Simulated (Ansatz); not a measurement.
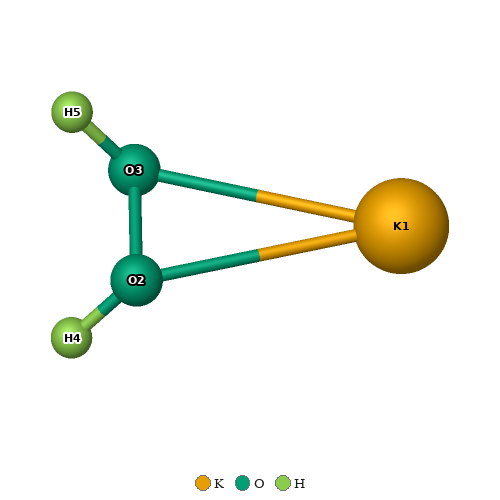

The system is H2KO2, charge +1; the picture shows the reference structure. 
- The turn is about an axis along (−0.82, −0.57, −0.03) in the frame of the relaxed pair, normal to the line between the partners.
- The first coordinate is: distance O3···K1; the second: turn of K1 about O3.
- The scan uses a 15 × 15 grid. At 23 points there is no value (left out of the scan, as a rule where atoms come close).
- Energies: kcal/mol, counted from the lowest grid point.
- The calculation used RHF/def2-TZVPD (Ansatz).

Its coordinates:

```yaml
atoms:
  - { symbol: K, position_ang: [0.0542, -0.2296, -2.3955] }
  - { symbol: O, position_ang: [0.5185, -0.4223, 0.3333] }
  - { symbol: O, position_ang: [-0.5312, 0.4756, 0.2235] }
  - { symbol: H, position_ang: [0.2617, -1.0109, 1.0311] }
  - { symbol: H, position_ang: [-0.3033, 1.1872, 0.8076] }
```

Range: distance O3···K1 from 2.331 to 4.931 Å; turn of K1 about O3 from −60.0 to 60.0°.

Predict the map.

Answer. The lowest grid point is at distance O3···K1 = 2.781 Å, turn of K1 about O3 = 0.0°. It is the only kind of minimum in the scanned range. The highest grid point, distance O3···K1 = 3.125 Å, turn of K1 about O3 = 60.0°, lies 67.1 kcal/mol above the lowest. Round the minimum the valley is somewhat tilted: raising distance O3···K1 shifts the best value of turn of K1 about O3 upwards (coupling k₁₂/√(k₁₁k₂₂) about −0.5).

| turn of K1 about O3 ↓, distance O3···K1 → | 2.331 | 2.395 | 2.501 | 2.632 | 2.781 | 2.946 | 3.125 | 3.316 | 3.519 | 3.731 | 3.954 | 4.186 | 4.426 | 4.675 | 4.931 |
| --- | --- | --- | --- | --- | --- | --- | --- | --- | --- | --- | --- | --- | --- | --- | --- |
| 60.0 | – | – | – | – | – | – | 67.1 | 36.1 | 20.7 | 14.1 | 11.8 | 11.6 | 12.2 | 12.9 | 13.7 |
| 51.4 | – | – | – | – | – | – | 42.8 | 22.7 | 13.0 | 9.3 | 8.5 | 9.1 | 10.1 | 11.2 | 12.1 |
| 42.9 | – | – | – | – | – | 44.3 | 23.3 | 12.3 | 7.4 | 6.1 | 6.4 | 7.5 | 8.8 | 10.0 | 11.1 |
| 34.3 | – | – | – | – | 38.2 | 20.6 | 10.6 | 5.7 | 4.2 | 4.4 | 5.5 | 6.9 | 8.2 | 9.4 | 10.5 |
| 25.7 | – | – | 44.8 | 27.5 | 15.2 | 7.7 | 3.9 | 2.6 | 2.9 | 4.0 | 5.4 | 6.8 | 8.1 | 9.3 | 10.3 |
| 17.1 | 35.5 | 27.5 | 17.6 | 9.7 | 4.6 | 2.1 | 1.4 | 1.8 | 3.0 | 4.4 | 5.8 | 7.1 | 8.3 | 9.4 | 10.3 |
| 8.6 | 15.5 | 11.2 | 6.1 | 2.6 | 0.8 | 0.4 | 1.0 | 2.2 | 3.6 | 5.0 | 6.4 | 7.6 | 8.7 | 9.7 | 10.5 |
| 0.0 | 8.1 | 5.3 | 2.3 | 0.5 | 0.0 | 0.5 | 1.5 | 2.9 | 4.3 | 5.7 | 6.9 | 8.1 | 9.1 | 10.0 | 10.7 |
| −8.6 | 6.2 | 4.0 | 1.7 | 0.5 | 0.4 | 1.1 | 2.3 | 3.6 | 5.0 | 6.3 | 7.5 | 8.5 | 9.5 | 10.3 | 11.0 |
| −17.1 | 6.5 | 4.4 | 2.3 | 1.2 | 1.2 | 1.9 | 3.0 | 4.3 | 5.6 | 6.8 | 8.0 | 9.0 | 9.8 | 10.6 | 11.3 |
| −25.7 | 7.5 | 5.5 | 3.3 | 2.2 | 2.0 | 2.6 | 3.7 | 4.9 | 6.2 | 7.4 | 8.5 | 9.4 | 10.3 | 11.0 | 11.7 |
| −34.3 | 8.8 | 6.7 | 4.4 | 3.2 | 3.0 | 3.5 | 4.5 | 5.7 | 6.9 | 8.0 | 9.0 | 9.9 | 10.7 | 11.4 | 12.1 |
| −42.9 | 10.1 | 7.9 | 5.6 | 4.3 | 4.0 | 4.5 | 5.4 | 6.5 | 7.6 | 8.7 | 9.7 | 10.5 | 11.3 | 11.9 | 12.5 |
| −51.4 | 11.5 | 9.3 | 7.0 | 5.6 | 5.3 | 5.6 | 6.5 | 7.5 | 8.5 | 9.5 | 10.4 | 11.2 | 11.9 | 12.5 | 13.0 |
| −60.0 | 13.0 | 10.8 | 8.5 | 7.1 | 6.7 | 7.0 | 7.7 | 8.7 | 9.6 | 10.5 | 11.3 | 12.0 | 12.7 | 13.2 | 13.6 |

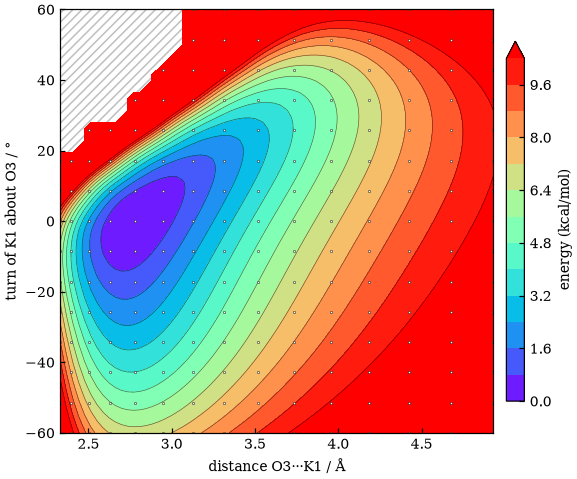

Drawn: filled contours, dots at the grid points, one colour for all values above the top of the scale, hatched blanks where no value was computed. Between grid points the surface is interpolated.

Time for the 202 points that were run: 11 min on 1 thread of Arm Neoverse N1, on a shared host.
